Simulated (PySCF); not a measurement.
**TiS2: changing the method**

What do other methods print for TiS2?

The runs use PySCF 2.14.0; method and basis as typed in the scripts.

1 further run of the same task is left out (it didn't finish).

**1. The starting structure**

TiS2: 3 atoms, charge 0, spin multiplicity 1.

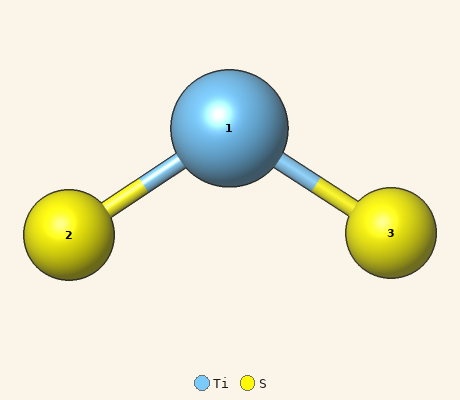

Start geometry, drawn with titanium blue, sulfur yellow; atoms are numbered from 1 in the order of the file.

**2. The base run**

input.py

```python
from pyscf import gto, dft

mol = gto.M(
    atom='Ti -0.0843 -0.6419 0; S 0.0632 0.4813 1.7268; S 0.0632 0.4813 -1.7268',
    basis='sbkjc',
    ecp={'Ti': 'sbkjc', 'S': 'sbkjc'},
    charge=0,
    spin=0,
    verbose=4,
)
mf = dft.RKS(mol, xc='r2scan')
mf.kernel()
mf.dip_moment()
print('orbital energies (hartree):', mf.mo_energy[..., max(0, mol.nelec[1]-3):mol.nelec[0]+3].round(4))
```

Run with:

```
OMP_NUM_THREADS=1 python input.py
```

What it wrote, cut to the lines that bear on the results:

```text
[lines on the frontier levels of each cycle are left out]
PySCF version 2.14.0

[INPUT] verbose = 4
[INPUT] num. atoms = 3
[INPUT] num. electrons = 24
[INPUT] charge = 0
[INPUT] spin (= nelec alpha-beta = 2S) = 0
[INPUT] symmetry False subgroup None
[INPUT] Mole.unit = angstrom
[INPUT] Symbol           X                Y                Z      unit          X                Y                Z       unit  Magmom
[INPUT]  1 Ti    -0.084300000000  -0.641900000000   0.000000000000 AA   -0.159303912301  -1.213015199358   0.000000000000 Bohr   0.0
[INPUT]  2 S      0.063200000000   0.481300000000   1.726800000000 AA    0.119430691073   0.909525183753   3.263179071899 Bohr   0.0
[INPUT]  3 S      0.063200000000   0.481300000000  -1.726800000000 AA    0.119430691073   0.909525183753  -3.263179071899 Bohr   0.0

nuclear repulsion = 42.4134548981896
number of shells = 19
number of NR pGTOs = 94
number of NR cGTOs = 47
basis = sbkjc
ecp = {'Ti': 'sbkjc', 'S': 'sbkjc'}

******** <class 'pyscf.dft.rks.RKS'> ********
method = RKS
initial guess = minao
damping factor = 0
level_shift factor = 0
DIIS = <class 'pyscf.scf.diis.CDIIS'>
diis_start_cycle = 1
diis_space = 8
diis_damp = 0
SCF conv_tol = 1e-09
SCF conv_tol_grad = None
SCF max_cycles = 50
direct_scf = True
direct_scf_tol = 1e-13
XC library pyscf.dft.libxc version 7.0.0
    S. Lehtola, C. Steigemann, M. J.T. Oliveira, and M. A.L. Marques.,  SoftwareX 7, 1–5 (2018)
XC functionals = r2scan
    J. W. Furness, A. D. Kaplan, J. Ning, J. P. Perdew, and J. Sun.,  J. Phys. Chem. Lett. 11, 8208-8215 (2020)
    J. W. Furness, A. D. Kaplan, J. Ning, J. P. Perdew, and J. Sun.,  J. Phys. Chem. Lett. 11, 9248-9248 (2020)
    J. W. Furness, A. D. Kaplan, J. Ning, J. P. Perdew, and J. Sun.,  J. Phys. Chem. Lett. 11, 8208-8215 (2020)
    J. W. Furness, A. D. Kaplan, J. Ning, J. P. Perdew, and J. Sun.,  J. Phys. Chem. Lett. 11, 9248-9248 (2020)
radial grids:
    Treutler-Ahlrichs [JCP 102, 346 (1995); DOI:10.1063/1.469408] (M4) radial grids

becke partition: Becke, JCP 88, 2547 (1988); DOI:10.1063/1.454033
pruning grids: <function nwchem_prune>
grids dens level: 3
symmetrized grids: False
atomic radii adjust function: <function treutler_atomic_radii_adjust>
small_rho_cutoff = 0
Set gradient conv threshold to 3.16228e-05
Initial guess from minao.
tot grids = 58664
init E= -76.4476305760427
cycle= 1 E= -76.5477592134004  delta_E= -0.1  |g|= 2.65  |ddm|= 4.57
cycle= 2 E= -49.1929972338228  delta_E= 27.4  |g|= 9.33  |ddm|= 12.8
cycle= 3 E= -77.0118772851679  delta_E= -27.8  |g|= 2.86  |ddm|= 11.3
cycle= 4 E= -78.361213972622  delta_E= -1.35  |g|= 0.147  |ddm|=  1.4
cycle= 5 E= -78.2723244723368  delta_E= 0.0889  |g|= 0.652  |ddm|= 0.661
cycle= 6 E= -78.3671267432287  delta_E= -0.0948  |g|= 0.109  |ddm|= 0.503
cycle= 7 E= -78.369918963425  delta_E= -0.00279  |g|= 0.00306  |ddm|= 0.0725
cycle= 8 E= -78.369919603952  delta_E= -6.41e-07  |g|= 0.0028  |ddm|= 0.00583
cycle= 9 E= -78.3699214754976  delta_E= -1.87e-06  |g|= 0.000243  |ddm|= 0.0022
cycle= 10 E= -78.3699214852787  delta_E= -9.78e-09  |g|= 0.000114  |ddm|= 0.000111
cycle= 11 E= -78.3699214883466  delta_E= -3.07e-09  |g|= 1.64e-06  |ddm|= 8.57e-05
cycle= 12 E= -78.3699214883472  delta_E= -6.25e-13  |g|= 3.54e-07  |ddm|= 4.81e-06
Extra cycle  E= -78.3699214883454  delta_E= 1.82e-12  |g|= 2.72e-06  |ddm|= 2.07e-06
converged SCF energy = -78.3699214883454
Dipole moment(X, Y, Z, Debye): -0.78093, -5.94650,  0.00000
orbital energies (hartree): [-0.2634 -0.256  -0.2193 -0.1549 -0.1446 -0.1303]
```

Run time: 5.9 s. Hardware: 1 thread of Arm Neoverse N1, shared host.

It gives: E(SCF) = -78.369921 Eh, 12 cycles, μ = 6.00 D.

**3. X3lyp**

Variant 1 changes functional: r2scan → x3lyp.

input.py, as its differences from that of step 2:

```diff
@@ -10,3 +10,3 @@
 )
-mf = dft.RKS(mol, xc='r2scan')
+mf = dft.RKS(mol, xc='x3lyp')
 mf.kernel()
```

Run with:

```
OMP_NUM_THREADS=1 python input.py
```

What it wrote, cut to the lines that bear on the results:

```text
[lines on the frontier levels of each cycle are left out]
[... 37 set-up lines left out, the same as in an earlier log ...]
XC functionals = x3lyp
    X. Xu and W. A. Goddard.,  Proc. Natl. Acad. Sci. U. S. A. 101, 2673 (2004)
[... 12 set-up lines left out, the same as in an earlier log ...]
init E= -76.2771479116522
cycle= 1 E= -76.4070501995315  delta_E= -0.13  |g|= 2.63  |ddm|= 4.82
cycle= 2 E= -49.5853856777686  delta_E= 26.8  |g|= 9.32  |ddm|= 12.8
cycle= 3 E= -77.7072119980122  delta_E= -28.1  |g|= 1.78  |ddm|= 11.2
cycle= 4 E= -78.2753330980195  delta_E= -0.568  |g|= 0.12  |ddm|=  1.2
cycle= 5 E= -78.2620589504137  delta_E= 0.0133  |g|= 0.27  |ddm|= 0.389
cycle= 6 E= -78.2798819201778  delta_E= -0.0178  |g|= 0.0439  |ddm|= 0.237
cycle= 7 E= -78.2802576618753  delta_E= -0.000376  |g|= 0.0176  |ddm|= 0.0204
cycle= 8 E= -78.2803330774221  delta_E= -7.54e-05  |g|= 0.00161  |ddm|= 0.0167
cycle= 9 E= -78.2803339320677  delta_E= -8.55e-07  |g|= 0.000927  |ddm|= 0.00249
cycle= 10 E= -78.2803341490939  delta_E= -2.17e-07  |g|= 0.000182  |ddm|= 0.00106
cycle= 11 E= -78.2803341583062  delta_E= -9.21e-09  |g|= 1.19e-05  |ddm|= 0.000222
cycle= 12 E= -78.2803341584547  delta_E= -1.49e-10  |g|= 8.11e-07  |ddm|= 4.75e-05
Extra cycle  E= -78.2803341584564  delta_E= -1.65e-12  |g|= 6.31e-07  |ddm|= 4.25e-06
converged SCF energy = -78.2803341584564
Dipole moment(X, Y, Z, Debye): -0.76729, -5.84276, -0.00000
orbital energies (hartree): [-0.2884 -0.2788 -0.2433 -0.1372 -0.1225 -0.1172]
```

Run time: 4.1 s. Hardware: 1 thread of Arm Neoverse N1, shared host.

Outcome: E(SCF) = -78.280334 Eh, 12 cycles, μ = 5.89 D.

**4. Pw91**

Variant 2 changes functional: r2scan → pw91.

input.py, as its differences from that of step 2:

```diff
@@ -10,3 +10,3 @@
 )
-mf = dft.RKS(mol, xc='r2scan')
+mf = dft.RKS(mol, xc='pw91')
 mf.kernel()
```

Run with:

```
OMP_NUM_THREADS=1 python input.py
```

What it wrote, cut to the lines that bear on the results:

```text
[lines on the frontier levels of each cycle are left out]
[... 37 set-up lines left out, the same as in an earlier log ...]
XC functionals = pw91
    J. P. Perdew. In P. Ziesche and H. Eschrig, editors, Proceedings of the 75. WE-Heraeus-Seminar and 21st Annual International Symposium on Electronic Structure of Solids, 11. Berlin, 1991. Akademie Verlag.
    J. P. Perdew, J. A. Chevary, S. H. Vosko, K. A. Jackson, M. R. Pederson, D. J. Singh, and C. Fiolhais.,  Phys. Rev. B 46, 6671 (1992)
    J. P. Perdew, J. A. Chevary, S. H. Vosko, K. A. Jackson, M. R. Pederson, D. J. Singh, and C. Fiolhais.,  Phys. Rev. B 48, 4978 (1993)
    J. P. Perdew. In P. Ziesche and H. Eschrig, editors, Proceedings of the 75. WE-Heraeus-Seminar and 21st Annual International Symposium on Electronic Structure of Solids, 11. Berlin, 1991. Akademie Verlag.
    J. P. Perdew, J. A. Chevary, S. H. Vosko, K. A. Jackson, M. R. Pederson, D. J. Singh, and C. Fiolhais.,  Phys. Rev. B 46, 6671 (1992)
    J. P. Perdew, J. A. Chevary, S. H. Vosko, K. A. Jackson, M. R. Pederson, D. J. Singh, and C. Fiolhais.,  Phys. Rev. B 48, 4978 (1993)
[... 12 set-up lines left out, the same as in an earlier log ...]
init E= -76.5073775336784
cycle= 1 E= -76.283517077455  delta_E= 0.224  |g|= 2.91  |ddm|= 5.02
cycle= 2 E= -47.6067103256237  delta_E= 28.7  |g|= 9.41  |ddm|= 14.4
cycle= 3 E= -78.2499594482746  delta_E= -30.6  |g|= 0.822  |ddm|= 13.2
cycle= 4 E= -78.3933126676479  delta_E= -0.143  |g|= 0.262  |ddm|= 1.52
cycle= 5 E= -78.3113667856011  delta_E= 0.0819  |g|= 0.614  |ddm|= 0.811
cycle= 6 E= -78.4033878845992  delta_E= -0.092  |g|= 0.243  |ddm|= 0.619
cycle= 7 E= -78.4124353057181  delta_E= -0.00905  |g|= 0.134  |ddm|= 0.0707
cycle= 8 E= -78.4164130144851  delta_E= -0.00398  |g|= 0.0145  |ddm|= 0.0777
cycle= 9 E= -78.4164627764834  delta_E= -4.98e-05  |g|= 0.000542  |ddm|= 0.0107
cycle= 10 E= -78.4164628260427  delta_E= -4.96e-08  |g|= 0.000556  |ddm|= 0.00133
cycle= 11 E= -78.416462898158  delta_E= -7.21e-08  |g|= 3.86e-05  |ddm|= 0.000391
cycle= 12 E= -78.4164628984908  delta_E= -3.33e-10  |g|= 5.6e-06  |ddm|= 2.53e-05
Extra cycle  E= -78.4164628978596  delta_E= 6.31e-10  |g|= 5.28e-05  |ddm|= 3.81e-05
converged SCF energy = -78.4164628978596
Dipole moment(X, Y, Z, Debye): -0.73334, -5.58432,  0.00000
orbital energies (hartree): [-0.2557 -0.2486 -0.2119 -0.1638 -0.1515 -0.1397]
```

Wall time 3.9 s (1 thread of Arm Neoverse N1, shared host).

Outcome: E(SCF) = -78.416463 Eh, 12 cycles, μ = 5.63 D.

**5. All runs together**

```
  run  E(SCF) (hartree)  from base (eV)  cycles  gap (eV)  SCF dipole (D)
 base        -78.369921               0      12      1.75            6.00
x3lyp        -78.280334  not comparable      12      2.89            5.89
 pw91        -78.416463  not comparable      12      1.31            5.63
```

Wall time on 1 thread of Arm Neoverse N1, shared host, start-up included: base 5.9 s; x3lyp 4.1 s; pw91 3.9 s.

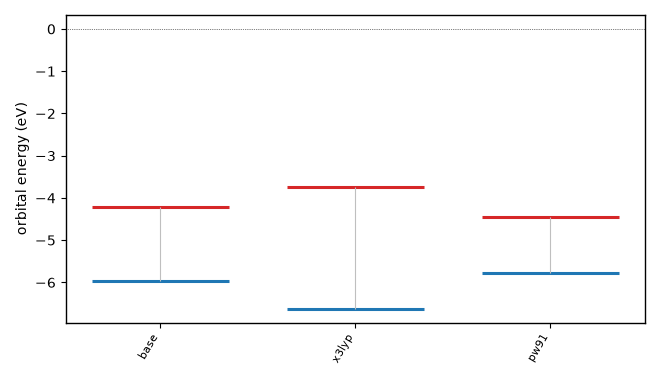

Highest filled (blue) and lowest empty (red) level of each run.

**Reading.** The gap between the frontier levels is 1.3 eV with pw91 (0 % exact exchange) and 2.9 eV with x3lyp (22 %): exact exchange opens it. Total energies of different functionals can't be compared with each other; differences within one functional can.
